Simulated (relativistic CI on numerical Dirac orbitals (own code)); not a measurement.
**Co²⁺: one ion under different settings**

How much do the settings matter for Co²⁺? One ion, several inputs.

Method: Dirac-Coulomb-Breit CI, KLI orbitals optimised for each configuration, model QED (radiative potential, 1s self-energy scaled to tabulated hydrogen-like ionisation energies), numerical settings as typed. Code: relativistic CI on numerical Dirac orbitals (own code) version 3.

## (1) Starting point

- ion: Co²⁺ (Co III)
- nuclear charge: 27
- electrons: 25
- isotope: A = 59

## (2) Usual settings

Input settings:

```ini
atom Co  Z=27  charge=2  electrons=25
nucleus A=59  rms_radius_fm=3.7875
hamiltonian dirac-coulomb  breit=on  qed=on  c_scale=1
orbitals kli  potential=per-configuration
slater_scale 1
correlation none
mixing on
grid step=0.0125 r_max=49.7
scf mixing=0.4 start=green max_iterations=150 tolerance=2e-08 node_fill=0.05
configurations
  [Ar] 3d7
  [Ar] 3d6 4s
end
```

Started as:

```bash
python run_levels.py task.json out
```

task.json lists these runs, among others, and the program works through them in turn.

## (3) Slater scale 0.5, node fill 0

Input settings:

```ini
atom Co  Z=27  charge=2  electrons=25
nucleus A=59  rms_radius_fm=3.7875
hamiltonian dirac-coulomb  breit=on  qed=on  c_scale=1
orbitals kli  potential=per-configuration
slater_scale 0.5
correlation none
mixing on
grid step=0.0125 r_max=49.7
scf mixing=0.4 start=green max_iterations=150 tolerance=2e-08 node_fill=0
configurations
  [Ar] 3d7
  [Ar] 3d6 4s
end
```

## (4) Breit term off, Slater scale 0.6

Input settings:

```ini
atom Co  Z=27  charge=2  electrons=25
nucleus A=59  rms_radius_fm=3.7875
hamiltonian dirac-coulomb  breit=off  qed=on  c_scale=1
orbitals kli  potential=per-configuration
slater_scale 0.6
correlation none
mixing on
grid step=0.0125 r_max=49.7
scf mixing=0.4 start=green max_iterations=150 tolerance=2e-08 node_fill=0.05
configurations
  [Ar] 3d7
  [Ar] 3d6 4s
end
```

## (5) QED terms off

The settings differ from step 4 so:

```diff
@@ -2,5 +2,5 @@
 nucleus A=59  rms_radius_fm=3.7875
-hamiltonian dirac-coulomb  breit=off  qed=on  c_scale=1
+hamiltonian dirac-coulomb  breit=on  qed=off  c_scale=1
 orbitals kli  potential=per-configuration
-slater_scale 0.6
+slater_scale 1
 correlation none
```

## (6) Breit term off

The settings differ from step 5 so:

```diff
@@ -2,3 +2,3 @@
 nucleus A=59  rms_radius_fm=3.7875
-hamiltonian dirac-coulomb  breit=on  qed=off  c_scale=1
+hamiltonian dirac-coulomb  breit=off  qed=on  c_scale=1
 orbitals kli  potential=per-configuration
```

## (7) Node fill 5

Input settings:

```ini
atom Co  Z=27  charge=2  electrons=25
nucleus A=59  rms_radius_fm=3.7875
hamiltonian dirac-coulomb  breit=on  qed=on  c_scale=1
orbitals kli  potential=per-configuration
slater_scale 1
correlation none
mixing on
grid step=0.0125 r_max=49.7
scf mixing=0.4 start=green max_iterations=96 tolerance=2e-08 node_fill=5
configurations
  [Ar] 3d7
  [Ar] 3d6 4s
end
```

## (8) Speed-of-light factor 0.4

Input settings:

```ini
atom Co  Z=27  charge=2  electrons=25
nucleus A=59  rms_radius_fm=3.7875
hamiltonian dirac-coulomb  breit=on  qed=on  c_scale=0.4
orbitals kli  potential=per-configuration
slater_scale 1
correlation none
mixing on
grid step=0.0125 r_max=49.7
scf mixing=0.4 start=green max_iterations=56 tolerance=2e-08 node_fill=0.05
configurations
  [Ar] 3d7
  [Ar] 3d6 4s
end
```

(Steps that only read results are left out.)

**Question.** What will these runs give? Wanted: lowest level, usual settings; total energy; first excitation.

**Answer**, as computed:

| setting | total energy less usual (Ha) | largest shift of a level among the lowest eight of both runs, same label and place (cm⁻¹) | SCF iterations | time | lowest level | kind of change |
| --- | --- | --- | --- | --- | --- | --- |
| usual | 0 | 0 | 24 | 0.12 s | 3d7 4F9/2 | - |
| Slater scale 0.5, node fill 0 | 0.0542 | 9420 | 24 | 0.12 s | 3d7 4F9/2 | model term |
| Breit term off, Slater scale 0.6 | -0.488 | 7580 | 24 | 0.11 s | 3d7 4F9/2 | model term |
| QED terms off | -0.356 | 7.63 | 24 | 0.084 s | 3d7 4F9/2 | model term |
| Breit term off | -0.531 | 85.6 | 24 | 0.11 s | 3d7 4F9/2 | model term |
| node fill 5 | 0.248 | 1490 | 26 | 0.12 s | 3d7 4F9/2 | unsound |
| speed-of-light factor 0.4 | -60.5 | 7670 | 25 | 0.12 s | 3d7 4F9/2 | unsound |

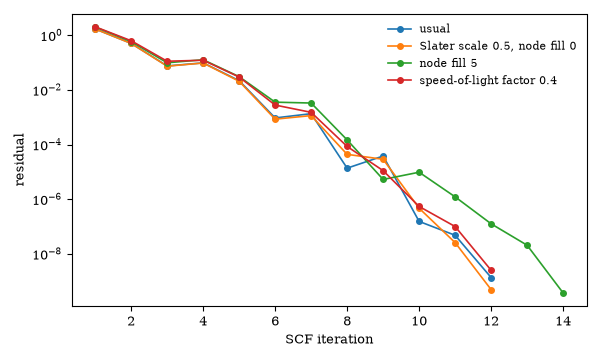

Residual of the first configuration's SCF.

```
                    quantity          value
lowest level, usual settings      3d7 4F9/2
                total energy  -1390.3887 Ha
            first excitation     809.0 cm⁻¹
```

Among the runs whose levels can be followed, they move most under «Slater scale 0.5, node fill 0» (model term), by up to 9420 cm⁻¹. Only the listed configurations are in the model. In a near-neutral ion this small CI can misplace whole configurations by 10,000 cm⁻¹ or more.
